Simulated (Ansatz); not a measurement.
**Fields on a plane of SnO2 (rutile)**

```yaml
crystal:
  lattice:
    - [4.75991, 0.00000, 0.00000]
    - [0.00000, 4.75991, 0.00000]
    - [0.00000, 0.00000, 3.20075]
  atoms:
    - { symbol: Sn, position: [0.00000, 0.00000, 0.00000] }
    - { symbol: Sn, position: [0.50000, 0.50000, 0.50000] }
    - { symbol: O, position: [0.30591, 0.30591, 0.00000] }
    - { symbol: O, position: [0.80591, 0.19409, 0.50000] }
    - { symbol: O, position: [0.19409, 0.80591, 0.50000] }
    - { symbol: O, position: [0.69409, 0.69409, 0.00000] }
```

The slice is a (010) plane (indices of the conventional cell) through the point (0.306, 0.306, 0.000) (fractional), spanned by u = [001] and v = [100] in vectors of this cell: u (3.20 Å) and v (4.76 Å, at 90° to u). It covers one period; positions are fractions (u, v).

Atoms on it: O at (0.00, 0.00). Other atoms lie within 1 Å of the plane.

The numbers are results of r2SCAN (plane waves to 500 eV, PAW, scalar-relativistic; Ansatz, a program for electronic structure), not measurements. k mesh 7×7×10. These are valence fields of a PAW run, semicore shells included where kept as valence: close to a nucleus they are smooth pseudo fields. SnO2 was relaxed with its symmetry unable to fall.

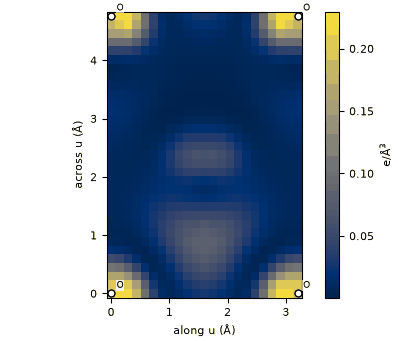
Fig. 1. Density of the lowest conduction band (whole band as if filled, smooth part) in e/Å³, one period of the plane, atoms marked. 

```
|------::..                          ..::----|
|####++--..                          ..--++##|
|%%##++--..                          ..--++##|
|**++==::..                          ..::==++|
|----::..                              ..::--|
|......                                  ....|
|                                            |
|                                            |
|                                            |
|                  ..........                |
|                ..::::::::::..              |
|              ..::--======--::..            |
|              ..--++**##**++--..            |
|            ..::--**%%@@%%**--::..          |
|              ::--**%%@@%%**--::            |
|              ..--++**##**++--..            |
|              ....--======--....            |
|                ....::::::....              |
|                    ......                  |
|                                            |
|                                            |
|                                            |
|                                            |
|                                            |
|                                            |
|........                              ......|
|----::....                          ....::--|
|**++==::..                          ..::==++|
|%%%%++--..                          ..--++%%|
|####++--::..                      ..::--++##|
|::----::..                          ..::----|
|    ......                          ......  |
```
Scale: ten equal steps from 0.001 (start of ' ') to 0.257 (end of '@'), in the order ' .:-=+*#%@'. Values: density of the highest valence band (whole band, smooth part) in e/Å³. The map has 22 points along u (two characters each, u = 0 at the left) and 32 along v (v = 0 in the bottom row).
